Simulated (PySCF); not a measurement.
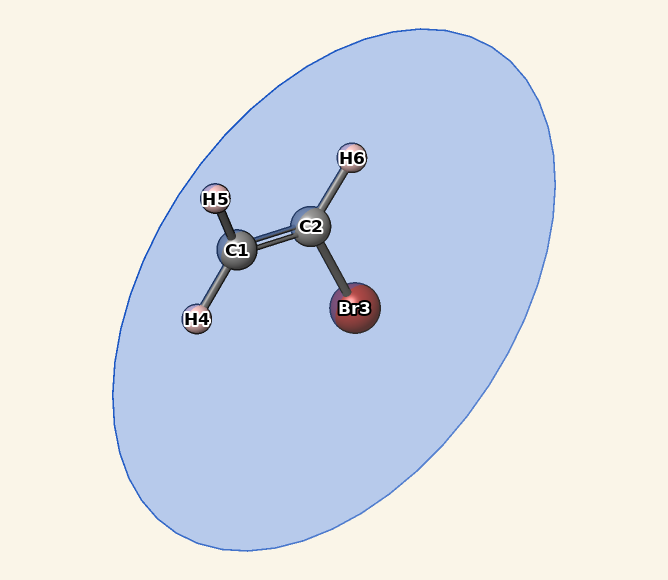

A disc through the centre of mass is drawn in. Depth is shown by fading: the farther an atom, the more it takes the colour of the background. Computed geometry: PBE0-D3(BJ)/def2-SVP optimisation. No frequency run is at hand to confirm it as a minimum.

Is the plane of the disc a mirror plane of the structure?

Answer. Yes. The reflection leaves C1, C2, Br3, H4, H5, H6 in place. The point group is Cs.
